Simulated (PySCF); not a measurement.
**Al3Cl3O3: density, localisation and related maps**

```xyz
9

Al    0.2183    1.7231   -0.1718
Cl    0.4633    3.7756   -0.3669
O    -1.0973    1.0302    0.6632
Al   -1.3745   -0.6424    0.8460
Cl   -3.0224   -1.4282    1.8339
O    -0.1874   -1.6399    0.1396
Al    1.1937   -1.0910   -0.6929
Cl    2.6195   -2.4005   -1.4402
O     1.3195    0.6036   -0.8366
```

Geometry: PBE0-D3(BJ)/def2-SVP.

All numbers below come from CAM-B3LYP/def2-SVPD, SCF density, gas phase (PySCF).

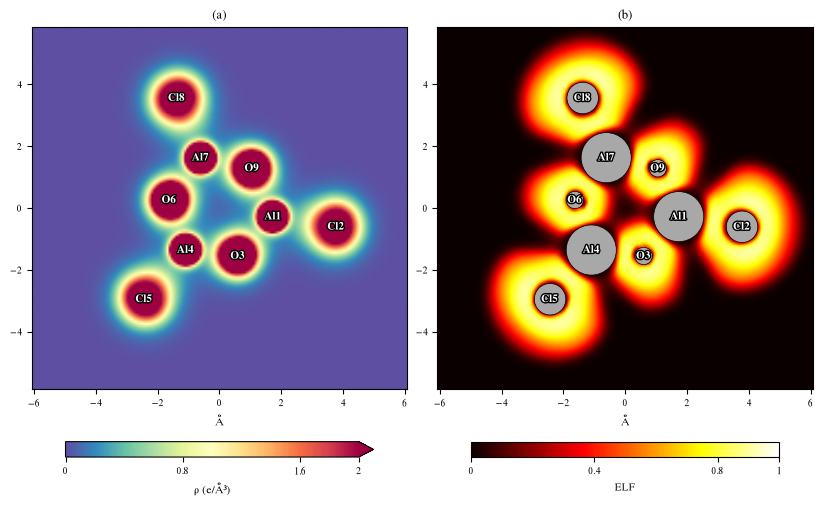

Figure 1. (a) total electron density; (b) electron localisation function on the molecular plane. Grey discs cover the atomic cores in the ELF map.

Interpret the plot.

Answer. Atoms in the plane: Al, Cl and O.
Al–O (1.70 Å): the density is about 0.85 e/Å³ at the midpoint; the ELF peaks at about 0.85 in the valence shell of O, 0.6 Å from its nucleus, and is about 0.40 at the midpoint.
Al–Cl (2.08 Å): ρ at the midpoint is about 0.75 e/Å³; the ELF peaks at about 0.90 in the valence shell of Cl, 0.9 Å from its nucleus, and is about 0.85 at the midpoint.
The ELF also peaks beside Cl5, O3, Cl2, O6, O9 and Cl8, away from the bonds: lone-pair regions.

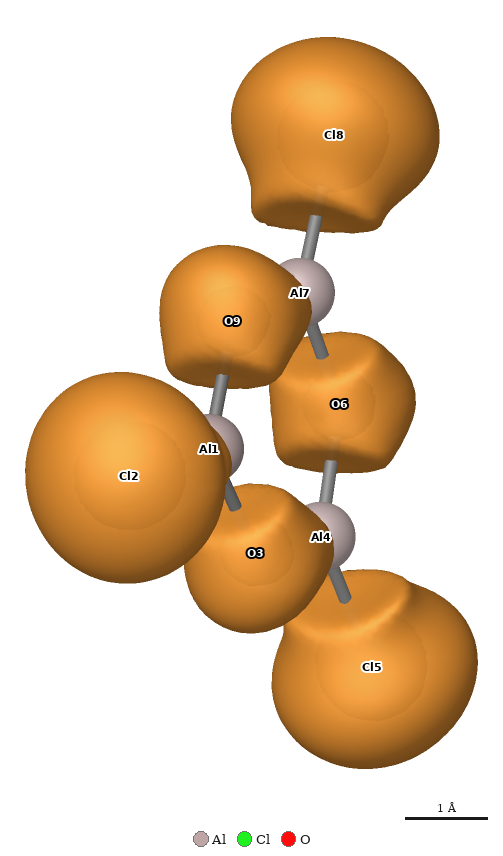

Figure 2. Isosurface of the ELF at 0.75 (orange), seen at an oblique angle. Core shells and regions of very low density are left out.

What do the ELF domains correspond to?

Answer. At this value the surface marks out three regions on Cl in which the atom's valence shell and bonds are merged and three regions wrapped around O (the valence shell of each).

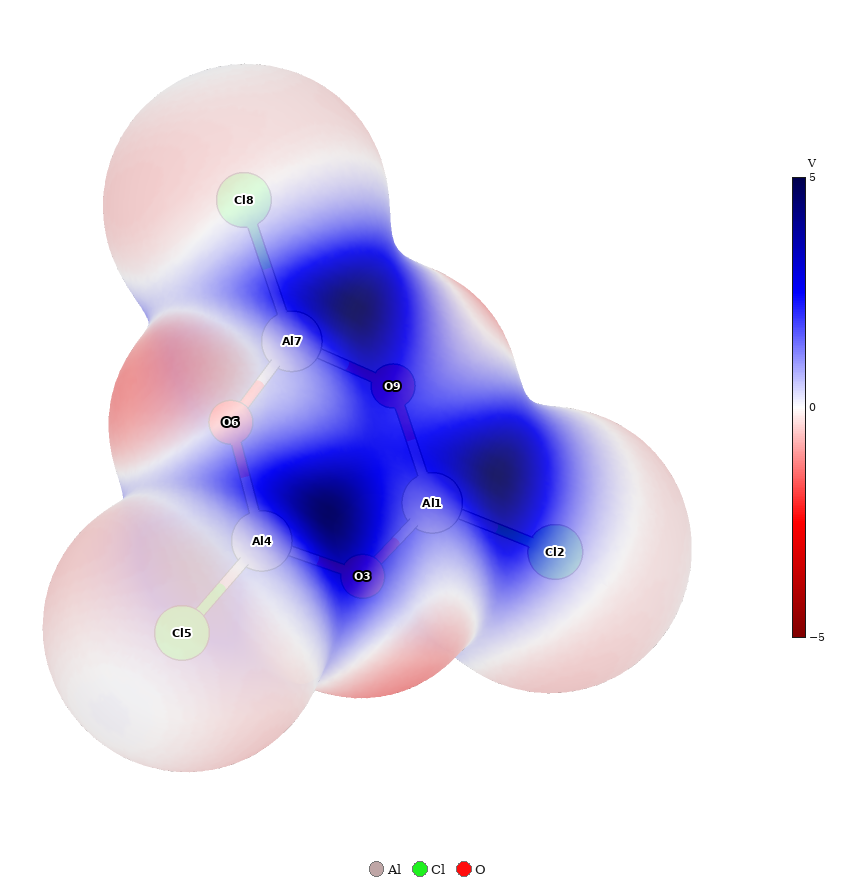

Figure 3. The electrostatic potential painted on the density surface at 0.002 e/bohr³, seen at a tilt; red is negative and blue positive.

Which sites attract a positive test charge, and which a negative one?

Answer. A positive charge is drawn to the negative regions and a negative charge to the positive ones. The most negative region (about −1.0 V) lies over O3, O6 and O9, the most positive (about +4.7 V) over Al1, Al4 and Al7.
